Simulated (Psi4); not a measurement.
## Geometry relaxation of P$_{2}$ (part 2 of 3)

P$_{2}$ (diphosphorus), SMILES P#P; B3LYP/aug-cc-pVDZ, RKS, dispersion D4 (Psi4 1.11). The geometry comes from this level: UFF from SMILES.

Geometry of the input (Å):
```
P  0.9399  0.0000  0.0000
P  -0.9399  0.0000  0.0000
```

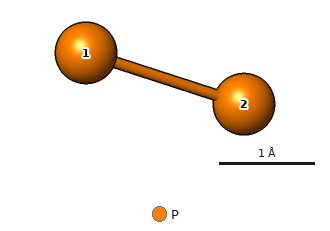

Fig. 1: The structure as given in the input (ball-and-stick view, seen at an oblique angle; atoms are numbered from 1 in the order of the input).

## Log, continued
```
       Center              X                  Y                   Z               Mass
    ------------   -----------------  -----------------  -----------------  -----------------
         P            0.951293850818     0.000000000000     0.000000000000    30.973761998420
         P           -0.951293850818     0.000000000000     0.000000000000    30.973761998420

  Running in c1 symmetry.

  Rotational constants: A = ************  B =      0.30071  C =      0.30071 [cm^-1]
  Rotational constants: A = ************  B =   9014.96132  C =   9014.96132 [MHz]
  Nuclear repulsion =   62.580490927389882

  Charge       = 0
  Multiplicity = 1
  Electrons    = 30
  Nalpha       = 15
  Nbeta        = 15

  ==> Algorithm <==

  SCF Algorithm Type is DF.
  DIIS enabled.
  MOM disabled.
  Fractional occupation disabled.
  Guess Type is READ.
  Energy threshold   = 1.00e-08
  Density threshold  = 1.00e-08
  Integral threshold = 1.00e-12

   => Molecular Quadrature <=

    Radial Scheme          =       TREUTLER
    Pruning Scheme         =           NONE
    Nuclear Scheme         =       TREUTLER

    Blocking Scheme        =         OCTREE
    BS radius alpha        =              1
    Pruning alpha          =              1
    Radial Points          =             75
    Spherical Points       =            302
    Total Points           =          44036
    Total Blocks           =            412
    Max Points             =            254
    Max Functions          =             54
    Weights Tolerance      =       1.00E-15

   => Loading Basis Set <=

    Name: AUG-CC-PVDZ
    Role: ORBITAL
    Keyword: BASIS

  Reading orbitals from file scr/p2.default.2836.180.npy, no projection.

   => Auxiliary Basis Set <=

  Basis Set: (AUG-CC-PVDZ AUX)
    Blend: AUG-CC-PVDZ-JKFIT
    Number of shells: 80
    Number of basis functions: 256
    Number of Cartesian functions: 300
    Spherical Harmonics?: true
    Max angular momentum: 3

  Cached 100.0% of DFT collocation blocks in 0.067 [GiB].

  Minimum eigenvalue in the overlap matrix is 6.2426900730E-04.
  Reciprocal condition number of the overlap matrix is 1.4619273679E-04.
    Using symmetric orthogonalization.

  ==> Pre-Iterations <==

  SCF Guess: Orbitals guess was supplied from a previous computation.

   -------------------------------------------------------
    Irrep   Nso     Nmo     Nalpha   Nbeta   Ndocc  Nsocc
   -------------------------------------------------------
     A         54      54      15      15      15       0
   -------------------------------------------------------
    Total      54      54      15      15      15       0
   -------------------------------------------------------

  ==> Iterations <==

                           Total Energy        Delta E     RMS |[F,P]|

   @DF-RKS iter   0:  -682.71474539050109   -6.82715e+02   1.07953e-03
   @DF-RKS iter   1:  -682.73451782328721   -1.97724e-02   1.59897e-04 ADIIS/DIIS
   @DF-RKS iter   2:  -682.73453692140015   -1.90981e-05   1.45308e-04 ADIIS/DIIS
   @DF-RKS iter   3:  -682.73458754049898   -5.06191e-05   3.26672e-06 DIIS
   @DF-RKS iter   4:  -682.73458756650859   -2.60096e-08   2.71360e-07 DIIS
   @DF-RKS iter   5:  -682.73458756668276   -1.74168e-10   8.52618e-08 DIIS
   @DF-RKS iter   6:  -682.73458756669527   -1.25056e-11   3.89071e-08 DIIS
   @DF-RKS iter   7:  -682.73458756669822   -2.95586e-12   6.70139e-09 DIIS
  Energy and wave function converged.

  ==> Post-Iterations <==

   Electrons on quadrature grid:
      Ntotal   =   29.9999983159 ; deviation = -1.684e-06

    Final Occupation by Irrep:
              A
    DOCC [    15 ]
    NA   [    15 ]
    NB   [    15 ]

  @DF-RKS Final Energy:  -682.73458756669822

   => Energetics <=

    Nuclear Repulsion Energy =             62.5804909273898815
    One-Electron Energy =               -1068.2069243733360508
    Two-Electron Energy =                 360.3002034506574205
    DFT Exchange-Correlation Energy =     -37.4054175440980998
    Empirical Dispersion Energy =          -0.0029400273112981
    VV10 Nonlocal Energy =                  0.0000000000000000
    Total Energy =                       -682.7345875666981101

Computation Completed

Properties will be evaluated at   0.000000,   0.000000,   0.000000 [a0]

Properties computed using the SCF density matrix

 Multipole Moments:

 ------------------------------------------------------------------------------------
     Multipole            Electronic (a.u.)      Nuclear  (a.u.)        Total (a.u.)
 ------------------------------------------------------------------------------------

 L = 1.  Multiply by 2.5417464519 to convert [e a0] to [Debye]
 Dipole X            :         -0.0000000            0.0000000           -0.0000000
 Dipole Y            :         -0.0000000            0.0000000           -0.0000000
 Dipole Z            :         -0.0000000            0.0000000           -0.0000000
 Magnitude           :                                                    0.0000000

 ------------------------------------------------------------------------------------

	total time  =          1 seconds =       0.02 minutes

         ------------------------------------------------------------
                                   SCF GRAD
         ------------------------------------------------------------

  ==> Geometry <==

    Molecular point group: c1
    Full point group: D_inf_h

    Geometry (in Angstrom), charge = 0, multiplicity = 1:

       Center              X                  Y                   Z               Mass
    ------------   -----------------  -----------------  -----------------  -----------------
         P            0.951293850818     0.000000000000     0.000000000000    30.973761998420
         P           -0.951293850818     0.000000000000     0.000000000000    30.973761998420

  Nuclear repulsion =   62.580490927389882

   => Molecular Quadrature <=

    Radial Scheme          =       TREUTLER
    Pruning Scheme         =           NONE
    Nuclear Scheme         =       TREUTLER

    Blocking Scheme        =         OCTREE
    BS radius alpha        =              1
    Pruning alpha          =              1
    Radial Points          =             75
    Spherical Points       =            302
    Total Points           =          44036
    Total Blocks           =            412
    Max Points             =            254
    Max Functions          =             54
    Weights Tolerance      =       1.00E-15

  -Total Gradient:
     Atom            X                  Y                   Z
    ------   -----------------  -----------------  -----------------
       1       -0.005366344571     0.000000000000    -0.000000000000
       2        0.005366344571    -0.000000000000    -0.000000000000

	total time  =          0 seconds =       0.00 minutes

    			-----------------------------------------

    			 OPTKING 3.0: for geometry optimizations

    			        with contributions from

    			-----------------------------------------

	                            ===> Fragment 1 <==

	 Z (Atomic Numbers)          Masses                          Geom
	      15.000000            30.973762          1.79768484  0.00000000  0.00000000
	      15.000000            30.973762         -1.79768484  0.00000000  0.00000000

	 - Coordinate -           - BOHR/RAD -       - ANG/DEG -
	 R(1,2)           =         3.595370           1.902588

	        --- Internal Coordinate Step in ANG or DEG, aJ/ANG or AJ/DEG ---
	-------------------------------------------------------------------------------
	           Coordinate      Previous         Force          Change          New
	           ----------      --------        ------          ------        ------
	               R(1,2)       1.90259        0.04421        0.00698       1.90957
	-------------------------------------------------------------------------------

	                                 ==> Convergence Check <==

	Measures of convergence in internal coordinates in au.

	Criteria marked as inactive (o), active & met (*), and active & unmet ( ).

	----------------------------------------------------------------------------------------------
	   Step    Total Energy     Delta E     Max Force     RMS Force      Max Disp      RMS Disp
	----------------------------------------------------------------------------------------------
	  Convergence Criteria     1.00e-06 *    3.00e-04 *             o    1.20e-03 *             o
	----------------------------------------------------------------------------------------------
	     2    -682.73458757   -6.03e-04      5.37e-03      5.37e-03 o    1.32e-02      1.32e-02 o  ~
	----------------------------------------------------------------------------------------------

Next Geometry in Ang
	Fragment 1 (Ang)

	    P   0.9547832377   0.0000000000   0.0000000000
	    P  -0.9547832377   0.0000000000   0.0000000000

    Structure for next step:
    Molecular point group: c1
    Full point group: D_inf_h

    Geometry (in Angstrom), charge = 0, multiplicity = 1:

    P            0.954783237689     0.000000000000     0.000000000000
    P           -0.954783237689     0.000000000000     0.000000000000

gradient() will perform analytic gradient computation.

  ==> Geometry <==

    Molecular point group: c1
    Full point group: D_inf_h

    Geometry (in Angstrom), charge = 0, multiplicity = 1:

       Center              X                  Y                   Z               Mass
    ------------   -----------------  -----------------  -----------------  -----------------
         P            0.954783237689     0.000000000000     0.000000000000    30.973761998420
         P           -0.954783237689     0.000000000000     0.000000000000    30.973761998420

  Running in c1 symmetry.

  Rotational constants: A = ************  B =      0.29851  C =      0.29851 [cm^-1]
  Rotational constants: A = ************  B =   8949.18889  C =   8949.18889 [MHz]
  Nuclear repulsion =   62.351781902317747

  Charge       = 0
  Multiplicity = 1
  Electrons    = 30
  Nalpha       = 15
  Nbeta        = 15

   => Molecular Quadrature <=

    Radial Scheme          =       TREUTLER
    Pruning Scheme         =           NONE
    Nuclear Scheme         =       TREUTLER

    Blocking Scheme        =         OCTREE
    BS radius alpha        =              1
    Pruning alpha          =              1
    Radial Points          =             75
    Spherical Points       =            302
    Total Points           =          44036
    Total Blocks           =            410
    Max Points             =            254
    Max Functions          =             54
    Weights Tolerance      =       1.00E-15

   => Auxiliary Basis Set <=

  Basis Set: (AUG-CC-PVDZ AUX)
    Blend: AUG-CC-PVDZ-JKFIT
    Number of shells: 80
    Number of basis functions: 256
    Number of Cartesian functions: 300
    Spherical Harmonics?: true
    Max angular momentum: 3

  Cached 100.0% of DFT collocation blocks in 0.067 [GiB].

  Minimum eigenvalue in the overlap matrix is 6.3912266115E-04.
  Reciprocal condition number of the overlap matrix is 1.4977115042E-04.
    Using symmetric orthogonalization.

  ==> Iterations <==

                           Total Energy        Delta E     RMS |[F,P]|

   @DF-RKS iter   0:  -682.72865414104558   -6.82729e+02   3.21065e-04
   @DF-RKS iter   1:  -682.73461860988641   -5.96447e-03   4.91218e-05 DIIS
   @DF-RKS iter   2:  -682.73462041156313   -1.80168e-06   4.46399e-05 DIIS
   @DF-RKS iter   3:  -682.73462519282702   -4.78126e-06   1.01606e-06 DIIS
   @DF-RKS iter   4:  -682.73462519536156   -2.53453e-09   9.40629e-08 DIIS
   @DF-RKS iter   5:  -682.73462519538168   -2.01226e-11   2.69562e-08 DIIS
   @DF-RKS iter   6:  -682.73462519538384   -2.16005e-12   2.53334e-09 DIIS
  Energy and wave function converged.

  ==> Post-Iterations <==

   Electrons on quadrature grid:
      Ntotal   =   29.9999983121 ; deviation = -1.688e-06

    Final Occupation by Irrep:
              A
    DOCC [    15 ]
    NA   [    15 ]
    NB   [    15 ]

  @DF-RKS Final Energy:  -682.73462519538384

   => Energetics <=

    Nuclear Repulsion Energy =             62.3517819023177466
    One-Electron Energy =               -1067.7425918353444558
    Two-Electron Energy =                 360.0615736592741882
    DFT Exchange-Correlation Energy =     -37.4024492896911838
    Empirical Dispersion Energy =          -0.0029396319400880
    VV10 Nonlocal Energy =                  0.0000000000000000
    Total Energy =                       -682.7346251953837282

Computation Completed

Properties will be evaluated at   0.000000,   0.000000,   0.000000 [a0]

Properties computed using the SCF density matrix

 Multipole Moments:

 ------------------------------------------------------------------------------------
     Multipole            Electronic (a.u.)      Nuclear  (a.u.)        Total (a.u.)
 ------------------------------------------------------------------------------------

 L = 1.  Multiply by 2.5417464519 to convert [e a0] to [Debye]
 Dipole X            :          0.0000018            0.0000000            0.0000018
 Dipole Y            :         -0.0000000            0.0000000           -0.0000000
 Dipole Z            :          0.0000000            0.0000000            0.0000000
 Magnitude           :                                                    0.0000018

 ------------------------------------------------------------------------------------

	total time  =          1 seconds =       0.02 minutes

         ------------------------------------------------------------
                                   SCF GRAD
         ------------------------------------------------------------

  ==> Geometry <==

    Molecular point group: c1
    Full point group: D_inf_h

    Geometry (in Angstrom), charge = 0, multiplicity = 1:
```
